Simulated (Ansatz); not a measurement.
## CuI (zinc blende): scan of one atom of the cell

Relaxed CuI (zinc blende):

```yaml
crystal:
  lattice:
    - [0.00000, 6.07934, 6.07934]
    - [3.03967, 0.00000, 3.03967]
    - [3.03967, 3.03967, 0.00000]
  atoms:
    - { symbol: I, position: [0.37500, 0.75000, 0.75000] }
    - { symbol: I, position: [0.87500, 0.75000, 0.75000] }
    - { symbol: Cu, position: [0.00000, 0.00000, 0.00000] }
    - { symbol: Cu, position: [0.50000, 0.00000, 0.00000] }
```

Scan: atom 2 (I, nearest neighbour Cu at 2.632 Å; its periodic images, 4.3 Å or more away, move with it) is displaced along Cartesian x, direction (1.000, 0.000, 0.000) in Cartesian axes, by s. The other atoms stay.

Method: PBE (plane waves to 420 eV, PAW, scalar-relativistic; Ansatz, a program for electronic structure). k mesh 4×8×8 (Γ-centred), Fermi-Dirac smearing 0.05 eV. Energies are smeared free energies. CuI is run without spin polarisation. CuI was relaxed with its symmetry unable to fall. Spin-orbit coupling is left out, though I is heavy. The zero of ΔE is the undisplaced structure.

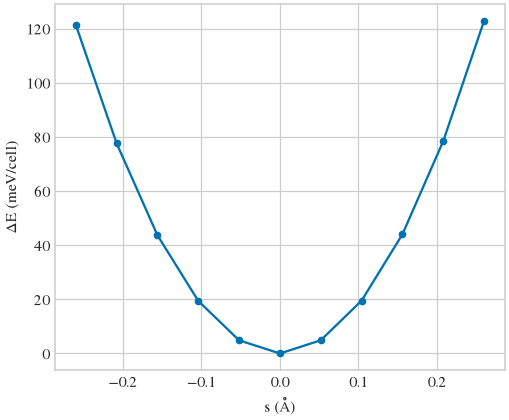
ΔE (meV/cell) against s (Å); markers are the computed points, lines only join them.

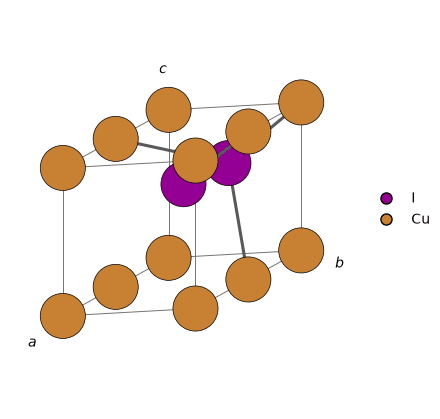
The cell of the calculation at s = 0.260 Å.

The energy at s = 0.260 Å is 123.0 meV/cell. The force along the line at s = -0.260 Å comes out as 0.936 eV/Å and the force constant k = d²E/ds² at s = 0 (finite differences) comes out as 3.60 eV/Å². Harmonic estimate at the end of the scan: ½ks² = 121.6 meV/cell against the computed 123.0 meV/cell, so the well is close to harmonic there. Shape of the curve: a single well with its minimum at or next to zero displacement.

The forces along the line at the two nearest points give (0.187 − (-0.188)) / (2·0.052) = 3.61 eV/Å²; the next pair corrects for the finite step.

(A displaced cell: forces are minus the slopes of the energy, force constants its curvatures, and phonons follow from these.)
